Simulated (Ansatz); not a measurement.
# Y, pressure series

The reference is Y in the hcp (Mg type) structure (space group P6_3/mmc, No. 194).

```
CELL_PARAMETERS angstrom
      3.68257     0.00000     0.00000
     -1.84129     3.18920     0.00000
      0.00000     0.00000     5.69848
ATOMIC_POSITIONS crystal
  Y  0.33333 0.66667 0.75000
  Y  0.66667 0.33333 0.25000
```

Cell and atoms are relaxed at each pressure.

Computed with r2SCAN (Ansatz, a first-principles code, PAW, no spin-orbit coupling).

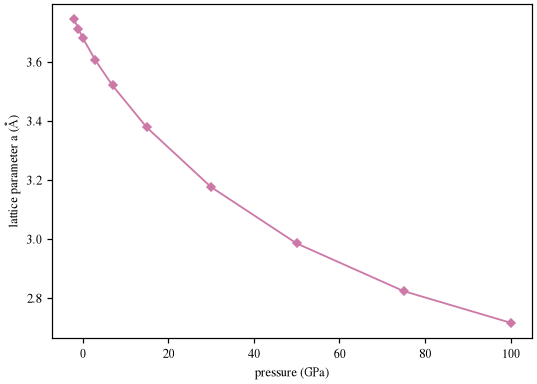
*Lattice parameter a against pressure*

### Question
From the plot, what is the lattice parameter a for pressure 30 GPa?

### Answer
About 3.18 Å.

### Question
Is the trend monotonic over the range shown?

### Answer
Yes, it falls throughout, spanning 271.7 pm to 374.6 pm.

Load acts through the strain it causes; cell and atoms are relaxed under it. No phonon test of stability was made. No other phases were tried under pressure. All final runs are without spin polarisation.
